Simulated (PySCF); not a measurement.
# Cl3Ti (TiCl3): the cost of one run

Programs: PySCF 2.14.0, with routines of our own; each step states its level. All values are computed. Atoms count from 0.

## (1) The starting structure

4 atoms, charge 0, states of the metal's open shell are computed; geometry from: model geometry, bond lengths from ionic radii.

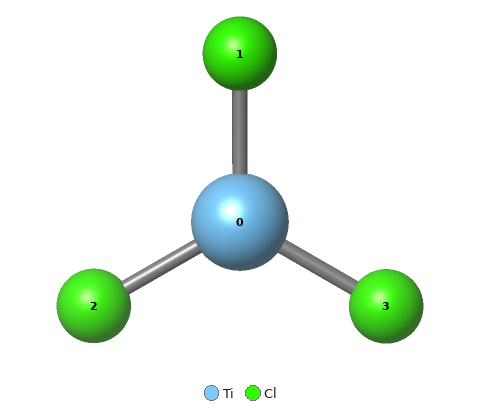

The starting geometry (titanium blue, chlorine green); sticks join atoms by distance alone.

## (2) Ligand-field states: state-averaged CASSCF

Job settings and geometry (Å):

```
{"job": {"kind": "lf", "basis": {"metal": "x2c-TZVPall", "ligand": "x2c-SVPall"}, "nevpt": true}, "charge": 0, "metal": "Ti", "open_shell": "d1"}
Ti     0.000000     0.000000     0.000000
Cl     2.200000     0.000000     0.000000
Cl    -1.100000     1.905256     0.000000
Cl    -1.100000    -1.905256     0.000000
```

With the program's defaults for keys left out, this is: state-averaged CASSCF of the metal d shell, SC-NEVPT2 on the averaged canonical orbitals, state-interaction spin-orbit coupling.

Started as:

```
$ OMP_NUM_THREADS=1 python lf_run.py task.json out
```

One launch serves the whole session: the jobs run in the order shown.

**Question.** How long does this first job take on 1 thread of Intel Xeon Platinum 8488C, shared host, and how much memory does it need?

About 7.1 s, with a peak of 0.28 GiB.
